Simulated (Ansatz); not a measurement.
## Molecular dynamics of BH₂F (part 1 of 5)

The run: molecular dynamics of BH₂F. Method and program: RKS PBE0-D4/def2-SVPD (Ansatz 0.2.0).

It belongs to a series of runs on one base structure; here: dynamics from the start. Figures and captions count atoms from 1; the log counts them from 0 in places.

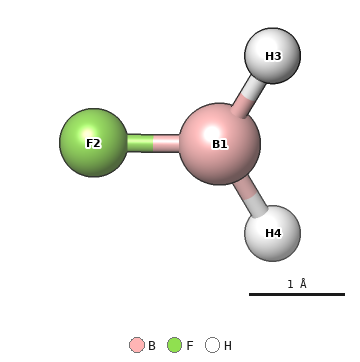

Figure 1. The structure as given in the input (ball-and-stick view, seen at a tilt; atoms are numbered from 1 in the order of the input). Bond lengths as drawn: B–F 1.32 Å and B–H 1.21 Å.

### Key numbers

| quantity | value |
| --- | --- |
| outcome | finished |
| mean temperature over the second half | 732 K |
| trajectory | 250 steps, 62.5 fs |
| ensemble | nvt_langevin |
| temperature in the input | 1500.0 K |
| time step | 0.25 fs |
| potential energy (last step) | −3420.1529 eV |
| mean-field energy (last step) | −3420.1356 eV |
| largest force (length of the vector) (last step) | 2.671 eV/Å |
| hardware | 1 thread of AMD EPYC (Zen 5), 32 GiB of memory available, shared host |
| wall time | 75 s |
| peak memory | 0.11 GiB |

### Notes

So short a trajectory is not equilibrated. The logged temperature at the start can lie below the typed one, since it is counted over all degrees of freedom. The temperature stays far from the 1500 K of the thermostat over the second half: the run isn't equilibrated.

### Input
```yaml
crystal:
  periodic: [false, false, false]
  atoms:
    - { symbol: B, position_ang: [0.0, 0.0, -0.019088] }
    - { symbol: F, position_ang: [0.0, 0.0, 1.304081] }
    - { symbol: H, position_ang: [1.068608, 0.0, -0.577496] }
    - { symbol: H, position_ang: [-1.068608, 0.0, -0.577496] }
basis:
  gaussian: { orbitals: def2-SVPD }
hamiltonian:
  xc: pbe0
  dispersion: d4
md:
  timestep: 0.25
  n_steps: 250
  ensemble: nvt_langevin
  temperature: 1500.0
  initial_velocities: maxwell_boltzmann
  seed: 742452
  friction: 0.05
  temperature_schedule:
    - { n_steps: 62, end_temperature: 1500.0 }
    - { n_steps: 188, end_temperature: 10.0 }
```

Launch command:
```bash
ansatz run input.yaml --threads 1 --pin off --max-ram 2048MiB --backend cpu --events-out ev --progress --plain --runs-dir out
```

### What the program printed
```
Engine: ansatz 0.2.0, x86_64-unknown-linux-gnu
Functional definition: PBE0
  parameter a = 0.25
  parameter kappa = 0.804
  parameter beta = 0.06672455060314922
  exchange = (1 - a)*pbe_x(kappa = kappa, mu = beta*pi^2/3) + a*exact_x
  correlation = pbe_c(beta = beta)
472 factors; their error is unknown
mean field evaluation 1: about -3419.4305 eV, gradient 2.4e1 eV
mean field evaluation 2: about -3418.5704 eV, gradient 3.5e1 eV
mean field evaluation 4: about -3420.3245 eV, gradient 4.5e-1 eV
mean field evaluation 8: about -3420.3426 eV, gradient 7.5e-4 eV
mean field -3420.34261475 eV, -125.6952727007 hartree, gradient 7.7e-5 eV, S^2 0.000000; 0 other end points of the search recorded, 0 dependent functions left out
the calculation of the forces begins
reference -3420.34264003 eV, -125.6952736297 hartree; 8, 8 occupied and 51, 51 virtual orbitals, 472 factors
md step     0: t =     0.00 fs  T =  1125.0 K (target 1500.0 K)  F+E_penalty+E_count = -3420.35984756 eV  E_kin = 0.581670 eV  (22 SCF iters)
these checks for a lower state are left out or cut short: starts, cluster_reference, orbital_swaps, neighbouring_geometries, increment
472 factors; their error is unknown
mean field evaluation 16: about -3420.3418 eV, gradient 1.3e-5 eV
mean field -3420.34175197 eV, -125.6952409941 hartree, gradient 1.9e-5 eV, S^2 0.000000; 0 other end points of the search recorded, 0 dependent functions left out
the calculation of the forces begins
reference -3420.34177722 eV, -125.6952419221 hartree; 8, 8 occupied and 51, 51 virtual orbitals, 472 factors
md step     1: t =     0.25 fs  T =   935.5 K (target 1500.0 K)  F+E_penalty+E_count = -3420.35898332 eV  E_kin = 0.483703 eV  (24 SCF iters)
[... from here on the SCF iterations and repeated set-up lines of each step are left out, up to the last step ...]
md step     2: t =     0.50 fs  T =   865.9 K (target 1500.0 K)  F+E_penalty+E_count = -3420.35683559 eV  E_kin = 0.447724 eV  (24 SCF iters)
md step     3: t =     0.75 fs  T =   945.3 K (target 1500.0 K)  F+E_penalty+E_count = -3420.35331844 eV  E_kin = 0.488746 eV  (24 SCF iters)
md step     4: t =     1.00 fs  T =  1128.8 K (target 1500.0 K)  F+E_penalty+E_count = -3420.34787858 eV  E_kin = 0.583636 eV  (24 SCF iters)
md step     5: t =     1.25 fs  T =  1093.7 K (target 1500.0 K)  F+E_penalty+E_count = -3420.34043473 eV  E_kin = 0.565464 eV  (25 SCF iters)
md step     6: t =     1.50 fs  T =   977.1 K (target 1500.0 K)  F+E_penalty+E_count = -3420.33165675 eV  E_kin = 0.505176 eV  (25 SCF iters)
md step     7: t =     1.75 fs  T =  1047.7 K (target 1500.0 K)  F+E_penalty+E_count = -3420.32209247 eV  E_kin = 0.541716 eV  (24 SCF iters)
md step     8: t =     2.00 fs  T =  1070.0 K (target 1500.0 K)  F+E_penalty+E_count = -3420.31158766 eV  E_kin = 0.553225 eV  (25 SCF iters)
md step     9: t =     2.25 fs  T =   973.8 K (target 1500.0 K)  F+E_penalty+E_count = -3420.30081186 eV  E_kin = 0.503482 eV  (25 SCF iters)
md step    10: t =     2.50 fs  T =   896.9 K (target 1500.0 K)  F+E_penalty+E_count = -3420.29117998 eV  E_kin = 0.463708 eV  (25 SCF iters)
md step    11: t =     2.75 fs  T =  1007.4 K (target 1500.0 K)  F+E_penalty+E_count = -3420.28217048 eV  E_kin = 0.520863 eV  (25 SCF iters)
md step    12: t =     3.00 fs  T =   926.0 K (target 1500.0 K)  F+E_penalty+E_count = -3420.27133989 eV  E_kin = 0.478784 eV  (25 SCF iters)
md step    13: t =     3.25 fs  T =   859.4 K (target 1500.0 K)  F+E_penalty+E_count = -3420.25835462 eV  E_kin = 0.444358 eV  (24 SCF iters)
md step    14: t =     3.50 fs  T =   998.1 K (target 1500.0 K)  F+E_penalty+E_count = -3420.24358734 eV  E_kin = 0.516042 eV  (25 SCF iters)
md step    15: t =     3.75 fs  T =  1091.2 K (target 1500.0 K)  F+E_penalty+E_count = -3420.22806781 eV  E_kin = 0.564188 eV  (25 SCF iters)
md step    16: t =     4.00 fs  T =  1174.0 K (target 1500.0 K)  F+E_penalty+E_count = -3420.21139732 eV  E_kin = 0.607006 eV  (25 SCF iters)
md step    17: t =     4.25 fs  T =  1061.9 K (target 1500.0 K)  F+E_penalty+E_count = -3420.19339701 eV  E_kin = 0.549024 eV  (22 SCF iters)
md step    18: t =     4.50 fs  T =   953.0 K (target 1500.0 K)  F+E_penalty+E_count = -3420.17500218 eV  E_kin = 0.492739 eV  (25 SCF iters)
md step    19: t =     4.75 fs  T =  1043.1 K (target 1500.0 K)  F+E_penalty+E_count = -3420.15563954 eV  E_kin = 0.539318 eV  (25 SCF iters)
md step    20: t =     5.00 fs  T =  1155.8 K (target 1500.0 K)  F+E_penalty+E_count = -3420.13389909 eV  E_kin = 0.597616 eV  (25 SCF iters)
md step    21: t =     5.25 fs  T =  1057.3 K (target 1500.0 K)  F+E_penalty+E_count = -3420.11118507 eV  E_kin = 0.546677 eV  (25 SCF iters)
md step    22: t =     5.50 fs  T =  1015.3 K (target 1500.0 K)  F+E_penalty+E_count = -3420.09034579 eV  E_kin = 0.524969 eV  (25 SCF iters)
md step    23: t =     5.75 fs  T =   938.9 K (target 1500.0 K)  F+E_penalty+E_count = -3420.07227708 eV  E_kin = 0.485466 eV  (25 SCF iters)
md step    24: t =     6.00 fs  T =   989.7 K (target 1500.0 K)  F+E_penalty+E_count = -3420.05494260 eV  E_kin = 0.511696 eV  (25 SCF iters)
md step    25: t =     6.25 fs  T =   981.0 K (target 1500.0 K)  F+E_penalty+E_count = -3420.03812741 eV  E_kin = 0.507194 eV  (24 SCF iters)
md step    26: t =     6.50 fs  T =   922.6 K (target 1500.0 K)  F+E_penalty+E_count = -3420.02356976 eV  E_kin = 0.477046 eV  (25 SCF iters)
md step    27: t =     6.75 fs  T =   950.6 K (target 1500.0 K)  F+E_penalty+E_count = -3420.01083693 eV  E_kin = 0.491493 eV  (26 SCF iters)
md step    28: t =     7.00 fs  T =   857.5 K (target 1500.0 K)  F+E_penalty+E_count = -3420.00202742 eV  E_kin = 0.443386 eV  (26 SCF iters)
md step    29: t =     7.25 fs  T =   896.8 K (target 1500.0 K)  F+E_penalty+E_count = -3419.99526337 eV  E_kin = 0.463678 eV  (26 SCF iters)
md step    30: t =     7.50 fs  T =   885.8 K (target 1500.0 K)  F+E_penalty+E_count = -3419.98676673 eV  E_kin = 0.458002 eV  (25 SCF iters)
md step    31: t =     7.75 fs  T =   841.9 K (target 1500.0 K)  F+E_penalty+E_count = -3419.97966925 eV  E_kin = 0.435279 eV  (26 SCF iters)
md step    32: t =     8.00 fs  T =   747.6 K (target 1500.0 K)  F+E_penalty+E_count = -3419.97602655 eV  E_kin = 0.386542 eV  (26 SCF iters)
md step    33: t =     8.25 fs  T =   766.1 K (target 1500.0 K)  F+E_penalty+E_count = -3419.97555292 eV  E_kin = 0.396090 eV  (25 SCF iters)
md step    34: t =     8.50 fs  T =   651.7 K (target 1500.0 K)  F+E_penalty+E_count = -3419.97811554 eV  E_kin = 0.336952 eV  (26 SCF iters)
md step    35: t =     8.75 fs  T =   762.8 K (target 1500.0 K)  F+E_penalty+E_count = -3419.98368516 eV  E_kin = 0.394383 eV  (22 SCF iters)
md step    36: t =     9.00 fs  T =   655.8 K (target 1500.0 K)  F+E_penalty+E_count = -3419.98930091 eV  E_kin = 0.339090 eV  (21 SCF iters)
md step    37: t =     9.25 fs  T =   758.1 K (target 1500.0 K)  F+E_penalty+E_count = -3419.99189069 eV  E_kin = 0.391967 eV  (21 SCF iters)
md step    38: t =     9.50 fs  T =   711.6 K (target 1500.0 K)  F+E_penalty+E_count = -3419.99575134 eV  E_kin = 0.367926 eV  (26 SCF iters)
md step    39: t =     9.75 fs  T =   757.7 K (target 1500.0 K)  F+E_penalty+E_count = -3420.00343255 eV  E_kin = 0.391765 eV  (26 SCF iters)
md step    40: t =    10.00 fs  T =   876.8 K (target 1500.0 K)  F+E_penalty+E_count = -3420.01309217 eV  E_kin = 0.453351 eV  (26 SCF iters)
md step    41: t =    10.25 fs  T =   874.3 K (target 1500.0 K)  F+E_penalty+E_count = -3420.02387575 eV  E_kin = 0.452035 eV  (26 SCF iters)
md step    42: t =    10.50 fs  T =   869.7 K (target 1500.0 K)  F+E_penalty+E_count = -3420.03365434 eV  E_kin = 0.449665 eV  (25 SCF iters)
md step    43: t =    10.75 fs  T =   880.1 K (target 1500.0 K)  F+E_penalty+E_count = -3420.04139682 eV  E_kin = 0.455026 eV  (26 SCF iters)
md step    44: t =    11.00 fs  T =   822.3 K (target 1500.0 K)  F+E_penalty+E_count = -3420.04795892 eV  E_kin = 0.425140 eV  (26 SCF iters)
md step    45: t =    11.25 fs  T =   872.1 K (target 1500.0 K)  F+E_penalty+E_count = -3420.05483118 eV  E_kin = 0.450912 eV  (26 SCF iters)
md step    46: t =    11.50 fs  T =   827.0 K (target 1500.0 K)  F+E_penalty+E_count = -3420.06247103 eV  E_kin = 0.427606 eV  (25 SCF iters)
md step    47: t =    11.75 fs  T =  1034.9 K (target 1500.0 K)  F+E_penalty+E_count = -3420.06995149 eV  E_kin = 0.535104 eV  (26 SCF iters)
md step    48: t =    12.00 fs  T =  1032.3 K (target 1500.0 K)  F+E_penalty+E_count = -3420.07830744 eV  E_kin = 0.533734 eV  (26 SCF iters)
md step    49: t =    12.25 fs  T =  1098.3 K (target 1500.0 K)  F+E_penalty+E_count = -3420.08787009 eV  E_kin = 0.567865 eV  (26 SCF iters)
md step    50: t =    12.50 fs  T =  1182.2 K (target 1500.0 K)  F+E_penalty+E_count = -3420.09790021 eV  E_kin = 0.611220 eV  (26 SCF iters)
md step    51: t =    12.75 fs  T =  1275.4 K (target 1500.0 K)  F+E_penalty+E_count = -3420.11064343 eV  E_kin = 0.659436 eV  (25 SCF iters)
md step    52: t =    13.00 fs  T =  1360.4 K (target 1500.0 K)  F+E_penalty+E_count = -3420.12572989 eV  E_kin = 0.703362 eV  (25 SCF iters)
md step    53: t =    13.25 fs  T =  1286.9 K (target 1500.0 K)  F+E_penalty+E_count = -3420.14085965 eV  E_kin = 0.665371 eV  (21 SCF iters)
md step    54: t =    13.50 fs  T =  1231.4 K (target 1500.0 K)  F+E_penalty+E_count = -3420.15526537 eV  E_kin = 0.636682 eV  (25 SCF iters)
md step    55: t =    13.75 fs  T =  1450.4 K (target 1500.0 K)  F+E_penalty+E_count = -3420.16871175 eV  E_kin = 0.749908 eV  (24 SCF iters)
md step    56: t =    14.00 fs  T =  1568.4 K (target 1500.0 K)  F+E_penalty+E_count = -3420.18136324 eV  E_kin = 0.810945 eV  (25 SCF iters)
md step    57: t =    14.25 fs  T =  1693.2 K (target 1500.0 K)  F+E_penalty+E_count = -3420.19326223 eV  E_kin = 0.875427 eV  (25 SCF iters)
md step    58: t =    14.50 fs  T =  1799.1 K (target 1500.0 K)  F+E_penalty+E_count = -3420.20430059 eV  E_kin = 0.930207 eV  (25 SCF iters)
md step    59: t =    14.75 fs  T =  1916.5 K (target 1500.0 K)  F+E_penalty+E_count = -3420.21501001 eV  E_kin = 0.990931 eV  (25 SCF iters)
md step    60: t =    15.00 fs  T =  2055.9 K (target 1500.0 K)  F+E_penalty+E_count = -3420.22322507 eV  E_kin = 1.062961 eV  (25 SCF iters)
md step    61: t =    15.25 fs  T =  2145.7 K (target 1500.0 K)  F+E_penalty+E_count = -3420.22756970 eV  E_kin = 1.109389 eV  (24 SCF iters)
md step    62: t =    15.50 fs  T =  2036.0 K (target 1500.0 K)  F+E_penalty+E_count = -3420.22734287 eV  E_kin = 1.052711 eV  (24 SCF iters)
md step    63: t =    15.75 fs  T =  2176.3 K (target 1496.0 K)  F+E_penalty+E_count = -3420.22322951 eV  E_kin = 1.125251 eV  (24 SCF iters)
md step    64: t =    16.00 fs  T =  2014.4 K (target 1488.1 K)  F+E_penalty+E_count = -3420.21682429 eV  E_kin = 1.041550 eV  (25 SCF iters)
md step    65: t =    16.25 fs  T =  2021.0 K (target 1480.2 K)  F+E_penalty+E_count = -3420.20654207 eV  E_kin = 1.044943 eV  (25 SCF iters)
md step    66: t =    16.50 fs  T =  2033.0 K (target 1472.3 K)  F+E_penalty+E_count = -3420.19168555 eV  E_kin = 1.051123 eV  (23 SCF iters)
md step    67: t =    16.75 fs  T =  2128.0 K (target 1464.3 K)  F+E_penalty+E_count = -3420.17319290 eV  E_kin = 1.100260 eV  (23 SCF iters)
md step    68: t =    17.00 fs  T =  2089.6 K (target 1456.4 K)  F+E_penalty+E_count = -3420.15040144 eV  E_kin = 1.080410 eV  (22 SCF iters)
md step    69: t =    17.25 fs  T =  2003.1 K (target 1448.5 K)  F+E_penalty+E_count = -3420.12564759 eV  E_kin = 1.035704 eV  (23 SCF iters)
md step    70: t =    17.50 fs  T =  1957.0 K (target 1440.6 K)  F+E_penalty+E_count = -3420.09940754 eV  E_kin = 1.011870 eV  (23 SCF iters)
md step    71: t =    17.75 fs  T =  1813.4 K (target 1432.6 K)  F+E_penalty+E_count = -3420.07219719 eV  E_kin = 0.937604 eV  (21 SCF iters)
md step    72: t =    18.00 fs  T =  1940.0 K (target 1424.7 K)  F+E_penalty+E_count = -3420.04215040 eV  E_kin = 1.003081 eV  (25 SCF iters)
md step    73: t =    18.25 fs  T =  2191.6 K (target 1416.8 K)  F+E_penalty+E_count = -3420.00339961 eV  E_kin = 1.133170 eV  (25 SCF iters)
md step    74: t =    18.50 fs  T =  2053.4 K (target 1408.9 K)  F+E_penalty+E_count = -3419.96041329 eV  E_kin = 1.061684 eV  (25 SCF iters)
md step    75: t =    18.75 fs  T =  2038.8 K (target 1400.9 K)  F+E_penalty+E_count = -3419.91610840 eV  E_kin = 1.054156 eV  (25 SCF iters)
md step    76: t =    19.00 fs  T =  1872.9 K (target 1393.0 K)  F+E_penalty+E_count = -3419.86800025 eV  E_kin = 0.968377 eV  (25 SCF iters)
md step    77: t =    19.25 fs  T =  1752.4 K (target 1385.1 K)  F+E_penalty+E_count = -3419.82259454 eV  E_kin = 0.906044 eV  (24 SCF iters)
md step    78: t =    19.50 fs  T =  1840.2 K (target 1377.2 K)  F+E_penalty+E_count = -3419.78016668 eV  E_kin = 0.951442 eV  (24 SCF iters)
md step    79: t =    19.75 fs  T =  1824.0 K (target 1369.2 K)  F+E_penalty+E_count = -3419.73781864 eV  E_kin = 0.943061 eV  (25 SCF iters)
md step    80: t =    20.00 fs  T =  1646.2 K (target 1361.3 K)  F+E_penalty+E_count = -3419.69799233 eV  E_kin = 0.851170 eV  (25 SCF iters)
md step    81: t =    20.25 fs  T =  1502.0 K (target 1353.4 K)  F+E_penalty+E_count = -3419.66358782 eV  E_kin = 0.776590 eV  (25 SCF iters)
md step    82: t =    20.50 fs  T =  1554.6 K (target 1345.5 K)  F+E_penalty+E_count = -3419.63562662 eV  E_kin = 0.803768 eV  (25 SCF iters)
md step    83: t =    20.75 fs  T =  1533.4 K (target 1337.5 K)  F+E_penalty+E_count = -3419.61866385 eV  E_kin = 0.792813 eV  (25 SCF iters)
md step    84: t =    21.00 fs  T =  1506.7 K (target 1329.6 K)  F+E_penalty+E_count = -3419.61151624 eV  E_kin = 0.779032 eV  (25 SCF iters)
md step    85: t =    21.25 fs  T =  1586.6 K (target 1321.7 K)  F+E_penalty+E_count = -3419.60725082 eV  E_kin = 0.820324 eV  (25 SCF iters)
md step    86: t =    21.50 fs  T =  1483.3 K (target 1313.8 K)  F+E_penalty+E_count = -3419.60135700 eV  E_kin = 0.766939 eV  (25 SCF iters)
md step    87: t =    21.75 fs  T =  1114.0 K (target 1305.8 K)  F+E_penalty+E_count = -3419.59752190 eV  E_kin = 0.575978 eV  (25 SCF iters)
md step    88: t =    22.00 fs  T =  1114.2 K (target 1297.9 K)  F+E_penalty+E_count = -3419.59938757 eV  E_kin = 0.576102 eV  (21 SCF iters)
md step    89: t =    22.25 fs  T =  1117.6 K (target 1290.0 K)  F+E_penalty+E_count = -3419.60454647 eV  E_kin = 0.577836 eV  (26 SCF iters)
md step    90: t =    22.50 fs  T =  1189.3 K (target 1282.0 K)  F+E_penalty+E_count = -3419.61172052 eV  E_kin = 0.614930 eV  (26 SCF iters)
md step    91: t =    22.75 fs  T =  1271.2 K (target 1274.1 K)  F+E_penalty+E_count = -3419.61754772 eV  E_kin = 0.657266 eV  (26 SCF iters)
md step    92: t =    23.00 fs  T =  1354.1 K (target 1266.2 K)  F+E_penalty+E_count = -3419.62169356 eV  E_kin = 0.700128 eV  (26 SCF iters)
md step    93: t =    23.25 fs  T =  1464.0 K (target 1258.3 K)  F+E_penalty+E_count = -3419.62772190 eV  E_kin = 0.756943 eV  (26 SCF iters)
md step    94: t =    23.50 fs  T =  1292.3 K (target 1250.3 K)  F+E_penalty+E_count = -3419.62930631 eV  E_kin = 0.668178 eV  (25 SCF iters)
md step    95: t =    23.75 fs  T =  1231.7 K (target 1242.4 K)  F+E_penalty+E_count = -3419.61970284 eV  E_kin = 0.636829 eV  (26 SCF iters)
md step    96: t =    24.00 fs  T =  1434.0 K (target 1234.5 K)  F+E_penalty+E_count = -3419.60010238 eV  E_kin = 0.741445 eV  (26 SCF iters)
md step    97: t =    24.25 fs  T =  1365.3 K (target 1226.6 K)  F+E_penalty+E_count = -3419.56798052 eV  E_kin = 0.705932 eV  (26 SCF iters)
md step    98: t =    24.50 fs  T =  1136.8 K (target 1218.6 K)  F+E_penalty+E_count = -3419.52786155 eV  E_kin = 0.587778 eV  (26 SCF iters)
md step    99: t =    24.75 fs  T =  1266.0 K (target 1210.7 K)  F+E_penalty+E_count = -3419.47873231 eV  E_kin = 0.654575 eV  (26 SCF iters)
md step   100: t =    25.00 fs  T =  1065.8 K (target 1202.8 K)  F+E_penalty+E_count = -3419.42117453 eV  E_kin = 0.551038 eV  (26 SCF iters)
md step   101: t =    25.25 fs  T =  1049.4 K (target 1194.9 K)  F+E_penalty+E_count = -3419.36110294 eV  E_kin = 0.542558 eV  (26 SCF iters)
md step   102: t =    25.50 fs  T =   972.3 K (target 1186.9 K)  F+E_penalty+E_count = -3419.30251489 eV  E_kin = 0.502708 eV  (27 SCF iters)
md step   103: t =    25.75 fs  T =  1014.8 K (target 1179.0 K)  F+E_penalty+E_count = -3419.24250554 eV  E_kin = 0.524704 eV  (26 SCF iters)
md step   104: t =    26.00 fs  T =   857.3 K (target 1171.1 K)  F+E_penalty+E_count = -3419.18276310 eV  E_kin = 0.443242 eV  (27 SCF iters)
md step   105: t =    26.25 fs  T =   904.2 K (target 1163.2 K)  F+E_penalty+E_count = -3419.13507566 eV  E_kin = 0.467509 eV  (22 SCF iters)
md step   106: t =    26.50 fs  T =   882.9 K (target 1155.2 K)  F+E_penalty+E_count = -3419.10368347 eV  E_kin = 0.456486 eV  (27 SCF iters)
md step   107: t =    26.75 fs  T =   805.9 K (target 1147.3 K)  F+E_penalty+E_count = -3419.09455711 eV  E_kin = 0.416699 eV  (28 SCF iters)
md step   108: t =    27.00 fs  T =   845.0 K (target 1139.4 K)  F+E_penalty+E_count = -3419.10840968 eV  E_kin = 0.436904 eV  (27 SCF iters)
md step   109: t =    27.25 fs  T =   696.5 K (target 1131.5 K)  F+E_penalty+E_count = -3419.13493997 eV  E_kin = 0.360102 eV  (28 SCF iters)
md step   110: t =    27.50 fs  T =   817.2 K (target 1123.5 K)  F+E_penalty+E_count = -3419.16997282 eV  E_kin = 0.422504 eV  (27 SCF iters)
md step   111: t =    27.75 fs  T =   817.7 K (target 1115.6 K)  F+E_penalty+E_count = -3419.20943600 eV  E_kin = 0.422799 eV  (26 SCF iters)
md step   112: t =    28.00 fs  T =   782.1 K (target 1107.7 K)  F+E_penalty+E_count = -3419.24580099 eV  E_kin = 0.404372 eV  (26 SCF iters)
md step   113: t =    28.25 fs  T =   864.7 K (target 1099.8 K)  F+E_penalty+E_count = -3419.28258470 eV  E_kin = 0.447074 eV  (26 SCF iters)
md step   114: t =    28.50 fs  T =  1003.4 K (target 1091.8 K)  F+E_penalty+E_count = -3419.32172321 eV  E_kin = 0.518820 eV  (25 SCF iters)
md step   115: t =    28.75 fs  T =   998.6 K (target 1083.9 K)  F+E_penalty+E_count = -3419.35926009 eV  E_kin = 0.516303 eV  (26 SCF iters)
md step   116: t =    29.00 fs  T =  1041.2 K (target 1076.0 K)  F+E_penalty+E_count = -3419.39436235 eV  E_kin = 0.538343 eV  (26 SCF iters)
md step   117: t =    29.25 fs  T =   940.5 K (target 1068.1 K)  F+E_penalty+E_count = -3419.42856934 eV  E_kin = 0.486297 eV  (26 SCF iters)
md step   118: t =    29.50 fs  T =   928.6 K (target 1060.1 K)  F+E_penalty+E_count = -3419.45837588 eV  E_kin = 0.480137 eV  (26 SCF iters)
md step   119: t =    29.75 fs  T =   924.2 K (target 1052.2 K)  F+E_penalty+E_count = -3419.48048288 eV  E_kin = 0.477852 eV  (26 SCF iters)
md step   120: t =    30.00 fs  T =   948.0 K (target 1044.3 K)  F+E_penalty+E_count = -3419.49738843 eV  E_kin = 0.490173 eV  (26 SCF iters)
md step   121: t =    30.25 fs  T =  1044.0 K (target 1036.4 K)  F+E_penalty+E_count = -3419.51224079 eV  E_kin = 0.539789 eV  (26 SCF iters)
md step   122: t =    30.50 fs  T =  1149.7 K (target 1028.4 K)  F+E_penalty+E_count = -3419.52319902 eV  E_kin = 0.594421 eV  (22 SCF iters)
md step   123: t =    30.75 fs  T =  1209.9 K (target 1020.5 K)  F+E_penalty+E_count = -3419.53292866 eV  E_kin = 0.625545 eV  (26 SCF iters)
md step   124: t =    31.00 fs  T =  1080.8 K (target 1012.6 K)  F+E_penalty+E_count = -3419.54531359 eV  E_kin = 0.558840 eV  (26 SCF iters)
md step   125: t =    31.25 fs  T =  1124.3 K (target 1004.7 K)  F+E_penalty+E_count = -3419.55849419 eV  E_kin = 0.581307 eV  (25 SCF iters)
md step   126: t =    31.50 fs  T =  1045.3 K (target 996.7 K)  F+E_penalty+E_count = -3419.57270118 eV  E_kin = 0.540469 eV  (25 SCF iters)
md step   127: t =    31.75 fs  T =  1190.8 K (target 988.8 K)  F+E_penalty+E_count = -3419.59111513 eV  E_kin = 0.615694 eV  (24 SCF iters)
md step   128: t =    32.00 fs  T =  1323.6 K (target 980.9 K)  F+E_penalty+E_count = -3419.61395063 eV  E_kin = 0.684333 eV  (24 SCF iters)
```
